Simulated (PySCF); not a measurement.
# Mg3N: a ladder of methods

How much do the numbers for Mg3N (doublet) hang on the method? All levels run at one geometry, the PBE0 minimum.

The runs use PySCF 2.14.0; several methods, basis N def2-TZVP, Mg def2-TZVP, no relativity, density fitting.

## (1) The starting structure

4 atoms, charge 0, spin multiplicity 2.

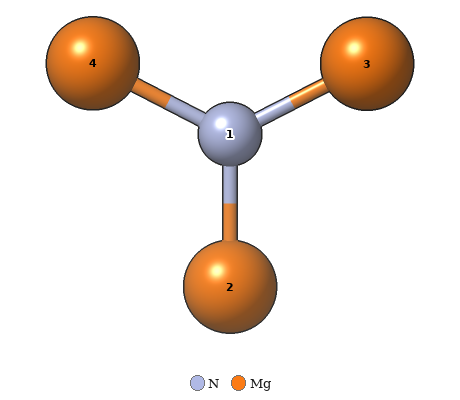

Start geometry, drawn with nitrogen light blue, magnesium orange; atoms are numbered from 1 in the order of the file.

Z-matrix (Å, degrees; charge 0 multiplicity 2):
```
N
Mg 1 1.8960
Mg 1 1.9126 2 117.31
Mg 1 1.9126 2 117.31 3 180.00
```

## (2) PBE0

One driver script runs all steps and calls PySCF; scf.py shows the equivalent input of each level. Each SCF starts from the density of the minimum. The driver also runs the species with one electron less or more at the same geometry (one less: multiplicity 1, one more: multiplicity 3); their logs are not shown.

scf.py

```python
from pyscf import gto, scf, dft
mol = gto.M(atom='''
N     -0.039417     0.000000     0.000000
Mg     1.856598    -0.000023    -0.000000
Mg    -0.916798     1.699491     0.000000
Mg    -0.916839    -1.699469     0.000000''',
    basis={'N': 'def2-TZVP', 'Mg': 'def2-TZVP'},
    charge=0, spin=1)
mf = dft.UKS(mol, xc='PBE0')
mf.grids.atom_grid = (99, 590)
aux = {'N': 'def2-universal-JKFIT', 'Mg': 'def2-universal-JKFIT'}
mf = mf.density_fit(auxbasis=aux)
mf.kernel()
```

Log:

```text
init E= -654.605598438759
[... the frontier-level lines of each cycle are left out ...]
cycle= 1 E= -654.60559843878  delta_E= -2.16e-11  |g|= 1.31e-05  |ddm|= 3.59e-05
Extra cycle  E= -654.605598438141  delta_E= 6.39e-10  |g|= 3.81e-05  |ddm|= 3.1e-05
converged SCF energy = -654.605598438141  <S^2> = 1.437936  2S+1 = 2.5984118
```

This level, with the species of one electron less or more, ran for 6.4 s (8 threads, shared host).

```
energy                        : -654.605598 Eh
one electron less (charge +1) : -654.394523 Eh (singlet, ⟨S²⟩ 0.00)
one electron more (charge -1) : -654.657053 Eh (triplet, ⟨S²⟩ 2.05)
Mulliken charge of N1         : -1.08 e
```

## (3) HF

scf.py: that of step 2 with these lines changed.

```diff
@@ -9,2 +9 @@
-mf = dft.UKS(mol, xc='PBE0')
-mf.grids.atom_grid = (99, 590)
+mf = scf.UHF(mol)
```

Log:

```text
init E= -653.268452063842
[... the frontier-level lines of each cycle are left out ...]
cycle= 1 E= -653.289852304522  delta_E= -0.0214  |g|= 0.0428  |ddm|= 0.245
cycle= 2 E= -653.293479990062  delta_E= -0.00363  |g|= 0.0199  |ddm|= 0.108
cycle= 3 E= -653.294636338367  delta_E= -0.00116  |g|= 0.0168  |ddm|= 0.0515
cycle= 4 E= -653.29521878333  delta_E= -0.000582  |g|= 0.00654  |ddm|= 0.0386
cycle= 5 E= -653.295432357873  delta_E= -0.000214  |g|= 0.00312  |ddm|= 0.0305
cycle= 6 E= -653.295473526933  delta_E= -4.12e-05  |g|= 0.00162  |ddm|= 0.0128
cycle= 7 E= -653.295485018282  delta_E= -1.15e-05  |g|= 0.000484  |ddm|= 0.00821
cycle= 8 E= -653.295485854894  delta_E= -8.37e-07  |g|= 0.000246  |ddm|= 0.00198
cycle= 9 E= -653.295486110357  delta_E= -2.55e-07  |g|= 0.00019  |ddm|= 0.000865
cycle= 10 E= -653.295486343757  delta_E= -2.33e-07  |g|= 0.000142  |ddm|= 0.000755
cycle= 11 E= -653.295486566552  delta_E= -2.23e-07  |g|= 7.55e-05  |ddm|= 0.00103
cycle= 12 E= -653.295486632295  delta_E= -6.57e-08  |g|= 3.29e-05  |ddm|= 0.000702
cycle= 13 E= -653.295486640618  delta_E= -8.32e-09  |g|= 1.72e-05  |ddm|= 0.000221
cycle= 14 E= -653.295486642459  delta_E= -1.84e-09  |g|= 9.21e-06  |ddm|= 0.000102
cycle= 15 E= -653.29548664295  delta_E= -4.91e-10  |g|= 4.06e-06  |ddm|= 4.52e-05
Extra cycle  E= -653.295486642985  delta_E= -3.52e-11  |g|= 3.16e-06  |ddm|= 9.84e-06
converged SCF energy = -653.295486642985  <S^2> = 1.7124765  2S+1 = 2.8017684
```

This level, with the species of one electron less or more, took 2.4 s.

| Item | Value |
| --- | --- |
| energy | -653.295487 Eh |
| one electron less (charge +1) | -653.053329 Eh (singlet, ⟨S²⟩ 0.00) |
| one electron more (charge -1) | -653.307893 Eh (triplet, ⟨S²⟩ 2.29) |
| Mulliken charge of N1 | -1.42 e |

## (4) MP2

scf.py: that of step 3 with these lines changed.

```diff
@@ -12,0 +13,2 @@
+from pyscf.mp import dfump2
+dfump2.DFUMP2(mf, frozen=4).kernel()  # the driver gives MP2 a fitting basis of its own (RI)
```

Log:

```text
init E= -653.268452063842
[... the frontier-level lines of each cycle are left out ...]
cycle= 1 E= -653.289852304522  delta_E= -0.0214  |g|= 0.0428  |ddm|= 0.245
cycle= 2 E= -653.293479990061  delta_E= -0.00363  |g|= 0.0199  |ddm|= 0.108
cycle= 3 E= -653.294636338367  delta_E= -0.00116  |g|= 0.0168  |ddm|= 0.0515
cycle= 4 E= -653.295218783329  delta_E= -0.000582  |g|= 0.00654  |ddm|= 0.0386
cycle= 5 E= -653.295432357872  delta_E= -0.000214  |g|= 0.00312  |ddm|= 0.0305
cycle= 6 E= -653.295473526932  delta_E= -4.12e-05  |g|= 0.00162  |ddm|= 0.0128
cycle= 7 E= -653.295485018283  delta_E= -1.15e-05  |g|= 0.000484  |ddm|= 0.00821
cycle= 8 E= -653.295485854894  delta_E= -8.37e-07  |g|= 0.000246  |ddm|= 0.00198
cycle= 9 E= -653.295486110357  delta_E= -2.55e-07  |g|= 0.00019  |ddm|= 0.000865
cycle= 10 E= -653.295486343758  delta_E= -2.33e-07  |g|= 0.000142  |ddm|= 0.000755
cycle= 11 E= -653.295486566553  delta_E= -2.23e-07  |g|= 7.55e-05  |ddm|= 0.00103
cycle= 12 E= -653.295486632297  delta_E= -6.57e-08  |g|= 3.29e-05  |ddm|= 0.000702
cycle= 13 E= -653.295486640616  delta_E= -8.32e-09  |g|= 1.72e-05  |ddm|= 0.000221
cycle= 14 E= -653.29548664246  delta_E= -1.84e-09  |g|= 9.21e-06  |ddm|= 0.000102
cycle= 15 E= -653.295486642949  delta_E= -4.89e-10  |g|= 4.06e-06  |ddm|= 4.52e-05
Extra cycle  E= -653.295486642985  delta_E= -3.6e-11  |g|= 3.16e-06  |ddm|= 9.84e-06
converged SCF energy = -653.295486642985  <S^2> = 1.7124765  2S+1 = 2.8017684
```

This level, with the species of one electron less or more, took 3.4 s.

| Property | Result |
| --- | --- |
| energy | -654.064883 Eh |
| one electron less (charge +1) | -653.870533 Eh (singlet, ⟨S²⟩ 0.00) |
| one electron more (charge -1) | -654.103371 Eh (triplet, ⟨S²⟩ 2.29) |
| MP2 correlation in its own fitting basis (same spin, opposite spin) | -0.76940 Eh (-0.21496, -0.55444) |

## (5) PBE

scf.py: that of step 4 with these lines changed.

```diff
@@ -9 +9,2 @@
-mf = scf.UHF(mol)
+mf = dft.UKS(mol, xc='PBE')
+mf.grids.atom_grid = (99, 590)
@@ -13,2 +13,0 @@
-from pyscf.mp import dfump2
-dfump2.DFUMP2(mf, frozen=4).kernel()  # the driver gives MP2 a fitting basis of its own (RI)
```

Log:

```text
init E= -654.555599622184
[... the frontier-level lines of each cycle are left out ...]
cycle= 1 E= -654.556471962563  delta_E= -0.000872  |g|= 0.0721  |ddm|= 0.206
cycle= 2 E= -654.509575510583  delta_E= 0.0469  |g|= 0.311  |ddm|= 0.255
cycle= 3 E= -654.559264277754  delta_E= -0.0497  |g|= 0.0189  |ddm|= 0.186
cycle= 4 E= -654.559434912633  delta_E= -0.000171  |g|= 0.00382  |ddm|= 0.0275
cycle= 5 E= -654.559446505435  delta_E= -1.16e-05  |g|= 0.00256  |ddm|= 0.0177
cycle= 6 E= -654.559457195447  delta_E= -1.07e-05  |g|= 0.000977  |ddm|= 0.00933
cycle= 7 E= -654.559458138078  delta_E= -9.43e-07  |g|= 0.00014  |ddm|= 0.00312
cycle= 8 E= -654.5594581711  delta_E= -3.3e-08  |g|= 2.72e-05  |ddm|= 0.000724
cycle= 9 E= -654.559458171846  delta_E= -7.46e-10  |g|= 9.55e-06  |ddm|= 9.08e-05
Extra cycle  E= -654.559458170792  delta_E= 1.05e-09  |g|= 4.59e-05  |ddm|= 4.41e-05
converged SCF energy = -654.559458170792  <S^2> = 1.1785655  2S+1 = 2.3904523
```

This level, with the species of one electron less or more, took 13 s.

* energy: -654.559458 Eh
* one electron less (charge +1): -654.357435 Eh (singlet, ⟨S²⟩ 0.00)
* one electron more (charge -1): -654.611807 Eh (triplet, ⟨S²⟩ 2.02)
* Mulliken charge of N1: -0.95 e

## (6) r2SCAN

scf.py: that of step 5 with these lines changed.

```diff
@@ -9 +9 @@
-mf = dft.UKS(mol, xc='PBE')
+mf = dft.UKS(mol, xc='R2SCAN')
```

Log:

```text
init E= -654.883581424777
[... the frontier-level lines of each cycle are left out ...]
cycle= 1 E= -654.884760179428  delta_E= -0.00118  |g|= 0.0125  |ddm|= 0.177
cycle= 2 E= -654.884798880376  delta_E= -3.87e-05  |g|= 0.00685  |ddm|= 0.0213
cycle= 3 E= -654.884804717796  delta_E= -5.84e-06  |g|= 0.00329  |ddm|= 0.00552
cycle= 4 E= -654.884808366027  delta_E= -3.65e-06  |g|= 0.00187  |ddm|= 0.003
cycle= 5 E= -654.884810473196  delta_E= -2.11e-06  |g|= 0.000532  |ddm|= 0.0024
cycle= 6 E= -654.884810686724  delta_E= -2.14e-07  |g|= 0.000153  |ddm|= 0.000954
cycle= 7 E= -654.88481071711  delta_E= -3.04e-08  |g|= 0.000114  |ddm|= 0.000501
cycle= 8 E= -654.884810732381  delta_E= -1.53e-08  |g|= 2.12e-05  |ddm|= 0.000266
cycle= 9 E= -654.884810733462  delta_E= -1.08e-09  |g|= 1.11e-05  |ddm|= 7.82e-05
cycle= 10 E= -654.884810733655  delta_E= -1.93e-10  |g|= 1.99e-06  |ddm|= 2.78e-05
Extra cycle  E= -654.884810733647  delta_E= 7.73e-12  |g|= 4.72e-06  |ddm|= 9.01e-06
converged SCF energy = -654.884810733647  <S^2> = 1.4303178  2S+1 = 2.5925415
```

This level, with the species of one electron less or more, ran for 24 s (8 threads, shared host).

| Property | Result |
| --- | --- |
| energy | -654.884811 Eh |
| one electron less (charge +1) | -654.671092 Eh (singlet, ⟨S²⟩ 0.00) |
| one electron more (charge -1) | -654.935985 Eh (triplet, ⟨S²⟩ 2.07) |
| Mulliken charge of N1 | -1.11 e |

## (7) B3LYP

scf.py: that of step 6 with these lines changed.

```diff
@@ -9 +9 @@
-mf = dft.UKS(mol, xc='R2SCAN')
+mf = dft.UKS(mol, xc='B3LYP')
```

Log:

```text
init E= -655.044664347467
[... the frontier-level lines of each cycle are left out ...]
cycle= 1 E= -655.04567390461  delta_E= -0.00101  |g|= 0.0291  |ddm|= 0.161
cycle= 2 E= -655.042432795498  delta_E= 0.00324  |g|= 0.0869  |ddm|= 0.0746
cycle= 3 E= -655.046085859643  delta_E= -0.00365  |g|= 0.00728  |ddm|= 0.0543
cycle= 4 E= -655.046131673513  delta_E= -4.58e-05  |g|= 0.00147  |ddm|= 0.0116
cycle= 5 E= -655.046141145031  delta_E= -9.47e-06  |g|= 0.00107  |ddm|= 0.00952
cycle= 6 E= -655.046144859089  delta_E= -3.71e-06  |g|= 0.00038  |ddm|= 0.00747
cycle= 7 E= -655.046145229353  delta_E= -3.7e-07  |g|= 0.000108  |ddm|= 0.00259
cycle= 8 E= -655.046145241155  delta_E= -1.18e-08  |g|= 4.22e-05  |ddm|= 0.000448
cycle= 9 E= -655.046145242523  delta_E= -1.37e-09  |g|= 8.49e-06  |ddm|= 7.32e-05
cycle= 10 E= -655.046145242608  delta_E= -8.48e-11  |g|= 1.03e-06  |ddm|= 2.05e-05
Extra cycle  E= -655.04614524261  delta_E= -2.16e-12  |g|= 8.37e-07  |ddm|= 3.69e-06
converged SCF energy = -655.04614524261  <S^2> = 1.3032464  2S+1 = 2.4925861
```

This level, with the species of one electron less or more, took 13 s.

- energy: -655.046145 Eh
- one electron less (charge +1): -654.841274 Eh (singlet, ⟨S²⟩ 0.00)
- one electron more (charge -1): -655.098546 Eh (triplet, ⟨S²⟩ 2.03)
- Mulliken charge of N1: -1.06 e

## (8) TPSSh

scf.py: that of step 7 with these lines changed.

```diff
@@ -9 +9 @@
-mf = dft.UKS(mol, xc='B3LYP')
+mf = dft.UKS(mol, xc='TPSSH')
```

Log:

```text
init E= -655.02266486715
[... the frontier-level lines of each cycle are left out ...]
cycle= 1 E= -655.023336714687  delta_E= -0.000672  |g|= 0.0206  |ddm|= 0.222
cycle= 2 E= -655.020952624732  delta_E= 0.00238  |g|= 0.0713  |ddm|= 0.127
cycle= 3 E= -655.023804950053  delta_E= -0.00285  |g|= 0.00754  |ddm|= 0.0465
cycle= 4 E= -655.023870408031  delta_E= -6.55e-05  |g|= 0.0039  |ddm|= 0.0311
cycle= 5 E= -655.023887852733  delta_E= -1.74e-05  |g|= 0.000302  |ddm|= 0.00946
cycle= 6 E= -655.023887932409  delta_E= -7.97e-08  |g|= 0.000109  |ddm|= 0.00089
cycle= 7 E= -655.023887954566  delta_E= -2.22e-08  |g|= 4.41e-05  |ddm|= 0.000371
cycle= 8 E= -655.023887959572  delta_E= -5.01e-09  |g|= 1.66e-05  |ddm|= 0.000162
cycle= 9 E= -655.023887960367  delta_E= -7.95e-10  |g|= 5.43e-06  |ddm|= 7.11e-05
Extra cycle  E= -655.023887960272  delta_E= 9.5e-11  |g|= 1.61e-05  |ddm|= 2.04e-05
converged SCF energy = -655.023887960272  <S^2> = 1.3404435  2S+1 = 2.5222557
```

This level, with the species of one electron less or more, took 23 s.

- energy: -655.023888 Eh
- one electron less (charge +1): -654.814652 Eh (singlet, ⟨S²⟩ 0.00)
- one electron more (charge -1): -655.075932 Eh (triplet, ⟨S²⟩ 2.04)
- Mulliken charge of N1: -1.12 e

## (9) LC-wPBE

scf.py: that of step 8 with these lines changed.

```diff
@@ -9 +9 @@
-mf = dft.UKS(mol, xc='TPSSH')
+mf = dft.UKS(mol, xc='LC_WPBE')
```

Log:

```text
init E= -654.695936076437
[... the frontier-level lines of each cycle are left out ...]
cycle= 1 E= -654.700362707101  delta_E= -0.00443  |g|= 0.0425  |ddm|= 0.169
cycle= 2 E= -654.700843510547  delta_E= -0.000481  |g|= 0.052  |ddm|= 0.0697
cycle= 3 E= -654.702204558547  delta_E= -0.00136  |g|= 0.0126  |ddm|= 0.034
cycle= 4 E= -654.702546934596  delta_E= -0.000342  |g|= 0.0057  |ddm|= 0.0287
cycle= 5 E= -654.702788464963  delta_E= -0.000242  |g|= 0.00179  |ddm|= 0.0439
cycle= 6 E= -654.702810746761  delta_E= -2.23e-05  |g|= 0.000617  |ddm|= 0.013
cycle= 7 E= -654.702812982254  delta_E= -2.24e-06  |g|= 0.000202  |ddm|= 0.00426
cycle= 8 E= -654.702812999087  delta_E= -1.68e-08  |g|= 0.00011  |ddm|= 0.000815
cycle= 9 E= -654.702813049092  delta_E= -5e-08  |g|= 5.96e-05  |ddm|= 0.000404
cycle= 10 E= -654.702813064887  delta_E= -1.58e-08  |g|= 2.62e-05  |ddm|= 0.00035
cycle= 11 E= -654.702813069921  delta_E= -5.03e-09  |g|= 7.96e-06  |ddm|= 0.000135
cycle= 12 E= -654.702813069217  delta_E= 7.04e-10  |g|= 2.65e-06  |ddm|= 4.59e-05
Extra cycle  E= -654.702813069237  delta_E= -1.92e-11  |g|= 1.44e-06  |ddm|= 1.17e-05
converged SCF energy = -654.702813069237  <S^2> = 1.6538773  2S+1 = 2.7596212
```

This level, with the species of one electron less or more, took 17 s.

* energy: -654.702813 Eh
* one electron less (charge +1): -654.463231 Eh (singlet, ⟨S²⟩ 0.00)
* one electron more (charge -1): -654.746880 Eh (triplet, ⟨S²⟩ 2.11)
* Mulliken charge of N1: -1.16 e

## (10) r2SCANh

scf.py: that of step 9 with these lines changed.

```diff
@@ -9 +9 @@
-mf = dft.UKS(mol, xc='LC_WPBE')
+mf = dft.UKS(mol, xc='HYB_MGGA_XC_R2SCANH')
```

Log:

```text
init E= -654.871110465504
[... the frontier-level lines of each cycle are left out ...]
cycle= 1 E= -654.872059035259  delta_E= -0.000949  |g|= 0.0184  |ddm|= 0.156
cycle= 2 E= -654.871511152488  delta_E= 0.000548  |g|= 0.0365  |ddm|= 0.032
cycle= 3 E= -654.872081642175  delta_E= -0.00057  |g|= 0.0142  |ddm|= 0.0285
cycle= 4 E= -654.872179877027  delta_E= -9.82e-05  |g|= 0.00057  |ddm|= 0.00778
cycle= 5 E= -654.872180801079  delta_E= -9.24e-07  |g|= 0.000285  |ddm|= 0.00296
cycle= 6 E= -654.872180950343  delta_E= -1.49e-07  |g|= 0.000147  |ddm|= 0.000875
cycle= 7 E= -654.872180990599  delta_E= -4.03e-08  |g|= 8.43e-05  |ddm|= 0.000432
cycle= 8 E= -654.872181003096  delta_E= -1.25e-08  |g|= 2.45e-05  |ddm|= 0.000243
cycle= 9 E= -654.872181005506  delta_E= -2.41e-09  |g|= 1.07e-05  |ddm|= 0.000123
cycle= 10 E= -654.872181005777  delta_E= -2.7e-10  |g|= 3.64e-06  |ddm|= 3.8e-05
Extra cycle  E= -654.872181005735  delta_E= 4.18e-11  |g|= 1.06e-05  |ddm|= 1.11e-05
converged SCF energy = -654.872181005735  <S^2> = 1.46361  2S+1 = 2.6180985
```

This level, with the species of one electron less or more, ran for 22 s (8 threads, shared host).

| Quantity | Value |
| --- | --- |
| energy | -654.872181 Eh |
| one electron less (charge +1) | -654.656141 Eh (singlet, ⟨S²⟩ 0.00) |
| one electron more (charge -1) | -654.923063 Eh (triplet, ⟨S²⟩ 2.08) |
| Mulliken charge of N1 | -1.13 e |

## (11) Comparison of the levels

| level | atomisation energy (kJ/mol) | vertical ionisation energy (eV) | vertical electron affinity (eV) | −ε(HOMO) (eV) | gap (eV) | dipole (D) | wall time |
| --- | --- | --- | --- | --- | --- | --- | --- |
| PBE0 | 471 | 5.74 | 1.40 | 4.34 | 2.00 | 0.65 | 6.4 s |
| HF | 191 | 6.59 | 0.34 | 6.39 | 6.72 | 0.04 | 2.4 s |
| MP2 | 497 | 5.29 | 1.05 | – | – | – | 3.4 s |
| PBE | 521 | 5.50 | 1.42 | 3.55 | 0.55 | 0.95 | 13 s |
| r2SCAN | 536 | 5.82 | 1.39 | 3.77 | 1.09 | 0.69 | 24 s |
| B3LYP | 440 | 5.57 | 1.43 | 4.08 | 1.50 | 0.85 | 13 s |
| TPSSh | 494 | 5.69 | 1.42 | 3.96 | 1.09 | 0.82 | 23 s |
| LC-wPBE | 499 | 6.52 | 1.20 | 6.52 | 5.91 | 0.21 | 17 s |
| r2SCANh | 514 | 5.88 | 1.38 | 4.04 | 1.55 | 0.65 | 22 s |

Times are for 8 threads, shared host; PBE0 starts from its own converged density, so its time is not comparable. A dash stands where a species or a free atom was not run at that level, or the quantity is not defined.

Atomisation goes to high-spin atoms in their ground configurations, run at the same level, without zero-point energy.

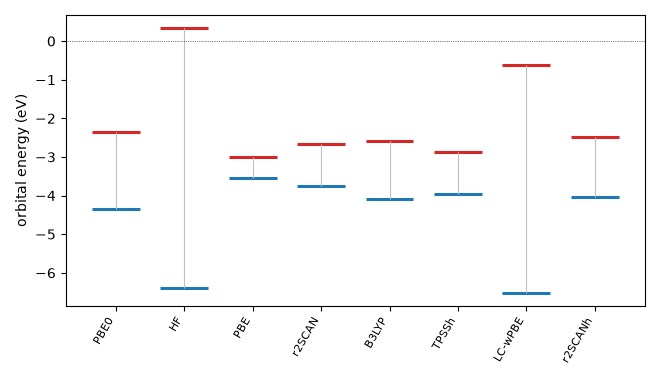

Highest occupied (blue) and lowest empty (red) levels by method.

## (12) Outcome

| quantity | value |
| --- | --- |
| atomisation energy, range | 191 (HF) to 536 (r2SCAN) kJ/mol |
| vertical ionisation energy, range | 5.29 (MP2) to 6.59 (HF) eV |
| vertical electron affinity, range | 0.34 (HF) to 1.43 (B3LYP) eV |
| orbital gap, range | 0.55 (PBE) to 6.72 (HF) eV |

The atomisation energy spreads over 345 kJ/mol, from HF to r2SCAN; without a CCSD(T) value for it there is no yardstick here. Spin contamination is strong in at least one of the open-shell species at PBE0, HF, MP2, PBE, r2SCAN, B3LYP, TPSSh, LC-wPBE, r2SCANh. Without diffuse functions electron affinities tend to come out too low. The determinant is spin-contaminated (⟨S²⟩ = 1.44, pure value 0.75).
